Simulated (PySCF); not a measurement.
EPR calculation of C$_{3}$H$_{10}$NSi$_{2}$

System: C$_{3}$H$_{10}$NSi$_{2}$, multiplicity 2.
Method: UKS B3LYP, pcH-1 on C H N Si, non-relativistic, mean-field spin-orbit, GIAO (PySCF 2.14.0).

It belongs to a series of runs on one base structure; here: H removed from N.

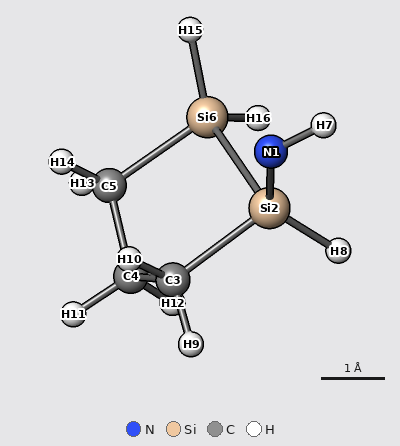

**Figure 1.** The input geometry (ball-and-stick view, seen at a tilt; atoms are numbered from 1 in the order of the input). Bond lengths as drawn: C–C 1.52 to 1.53 Å, C–H 1.09 to 1.10 Å, C–Si 1.90 to 1.91 Å, H–N 1.01 Å, H–Si 1.46 to 1.48 Å, N–Si 1.64 Å and Si–Si 2.41 Å.

## Key numbers

| quantity | value |
| --- | --- |
| outcome | converged |
| total energy | −754.069887 hartree |
| ⟨S²⟩ | 0.758 |
| isotropic g | 2.0051 |
| hardware | 1 CPU thread, shared host |
| wall time | 87 s |
| peak memory | 0.96 GiB |

## The input
```
{"job": {"kind": "epr", "basis": "pcH-1"}, "charge": 0, "multiplicity": 2}
N      2.529347     0.452008     0.904656
Si     1.490374     0.311422    -0.351221
C      0.479538    -1.308351    -0.238478
C     -0.993222    -1.048441    -0.504447
C     -1.529121     0.031905     0.434313
Si    -0.446314     1.591494     0.308183
H      3.348491     1.037267     0.887432
H      1.658517     0.640472    -1.781920
H      0.869774    -2.042400    -0.942473
H      0.609138    -1.720893     0.760470
H     -1.570199    -1.970159    -0.371199
H     -1.132888    -0.729606    -1.542542
H     -2.573803     0.250506     0.205760
H     -1.501226    -0.340308     1.460750
H     -0.384965     2.369249     1.539970
H     -0.861040     2.484779    -0.780665
```

The first line tells a small driver script what to run in PySCF; the rest is the geometry in Å.

Run as:
```bash
OMP_NUM_THREADS=1 python <driver script> task.json out
```

## The program's output
```
UKS, coarse grid
  cycle   1  E = -753.92147827  |g| = 5.28e-01
  cycle   2  E = -753.41210849  |g| = 1.08e+00
  cycle   3  E = -754.05208499  |g| = 1.62e-01
  cycle   4  E = -754.06221141  |g| = 1.16e-01
  cycle   5  E = -754.06914246  |g| = 2.96e-02
  cycle   6  E = -754.06970906  |g| = 1.36e-02
  cycle   7  E = -754.06985607  |g| = 2.90e-03
  cycle   8  E = -754.06986437  |g| = 8.19e-04
UKS, final grid
  cycle   1  E = -754.06988620  |g| = 1.03e-03
  cycle   2  E = -754.06988560  |g| = 1.54e-03
  cycle   3  E = -754.06988672  |g| = 2.74e-04
  cycle   4  E = -754.06988676  |g| = 4.74e-05
  cycle   5  E = -754.06988677  |g| = 4.08e-05
  cycle   6  E = -754.06988677  |g| = 8.25e-06
E = -754.06988677 Eh   <S^2> = 0.7582 (exact 0.7500)
g shifts (ppm)      1          2          3
  rmc          -197       -197       -197
  gc             11         10         32
  oz_so         137       2787       6041
  total         -48       2600       5877
hyperfine (MHz)  atom isotope    a_iso     a_fc   dipolar eigenvalues
    0   14N      22.84      22.73    -33.83    -32.43     66.27
    1  29Si      62.01      62.15     -5.24     -0.51      5.75
    2   13C      19.41      19.41     -4.89     -4.58      9.48
    3   13C      -1.84      -1.84     -0.70     -0.15      0.85
    4   13C       4.17       4.16     -2.55     -2.23      4.79
    5  29Si    -134.35    -134.62    -58.72     28.49     30.24
    6    1H     -45.02     -45.16    -41.63     -7.45     49.08
    7    1H      28.50      28.50     -2.68     -1.58      4.26
    8    1H       0.66       0.66     -2.79     -0.82      3.61
    9    1H      -3.02      -3.02     -3.52     -0.54      4.06
   10    1H       5.84       5.84     -1.23     -0.51      1.74
   11    1H       0.29       0.28     -1.43     -0.86      2.29
   12    1H      16.16      16.16     -2.21     -0.10      2.31
   13    1H      -0.56      -0.56     -1.99     -0.24      2.23
   14    1H      -7.70      -7.70     -3.85     -0.79      4.64
   15    1H      33.05      33.05     -3.84     -0.17      4.02
```

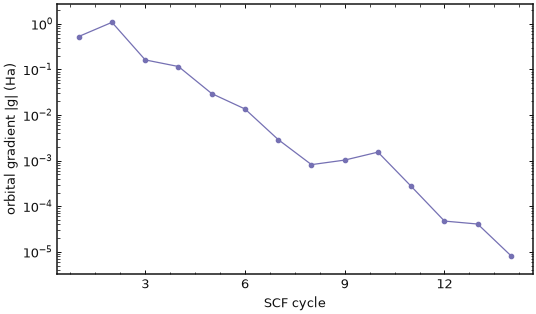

**Figure 2.** Convergence of the self-consistent field: orbital gradient |g| against the SCF cycle. All cycles printed in the log are drawn one after another.

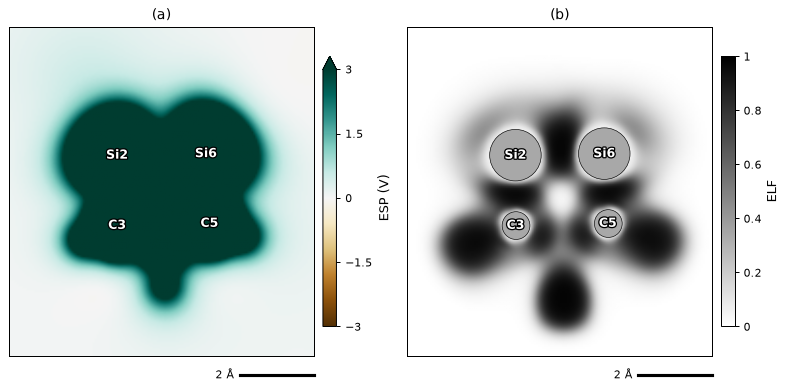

**Figure 3.** (a) electrostatic potential; (b) electron localisation function on the plane of atoms Si2, Si6 and C5. Grey discs, where drawn, cover atomic cores. The section cuts through Si and C sites. Si–Si (2.41 Å): the ELF peaks at about 1 between the atoms, which marks localised, shared-pair bonding. The potential has no marked negative region in this plane.

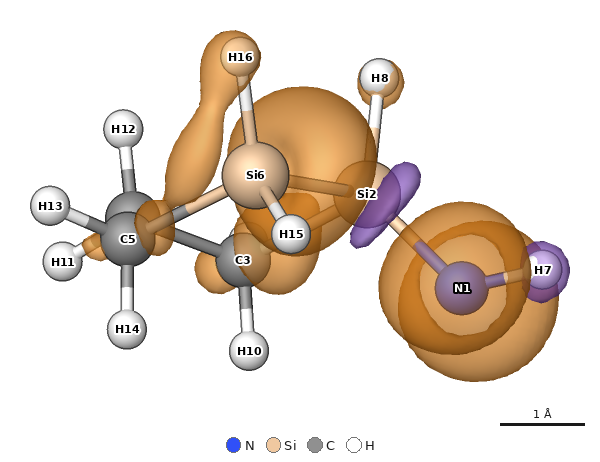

**Figure 4.** Isosurfaces of the spin density (α minus β) at +0.015 (orange) and −0.015 e/Å³ (purple), seen from the side. The unpaired spin (1 electron) lies mostly on N1 (about 0.6), Si6 (about 0.2) and Si2 (about 0.1), in electrons by Hirshfeld's partition.

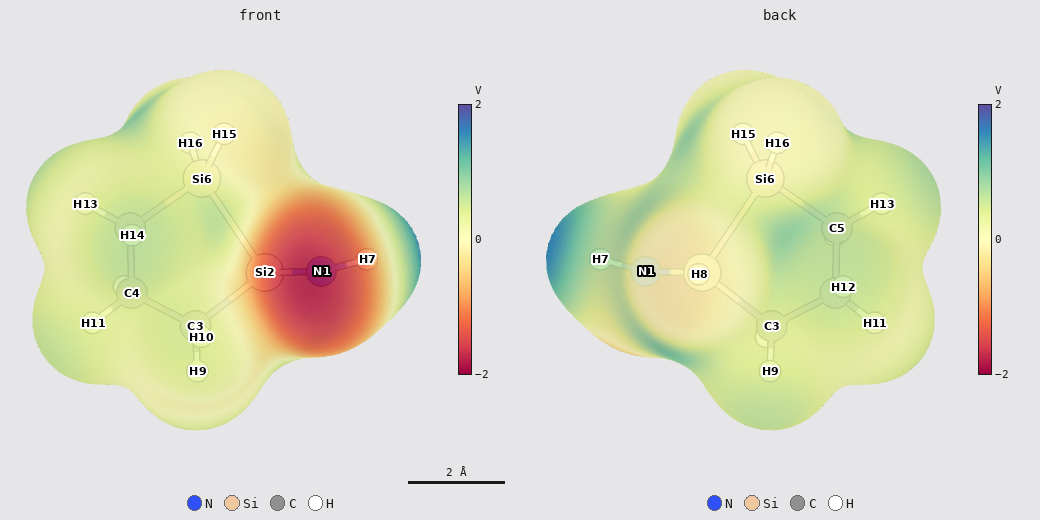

**Figure 5.** The molecular electrostatic potential painted on the density surface at 0.002 e/bohr³, seen face on and from behind; red is negative and blue positive.
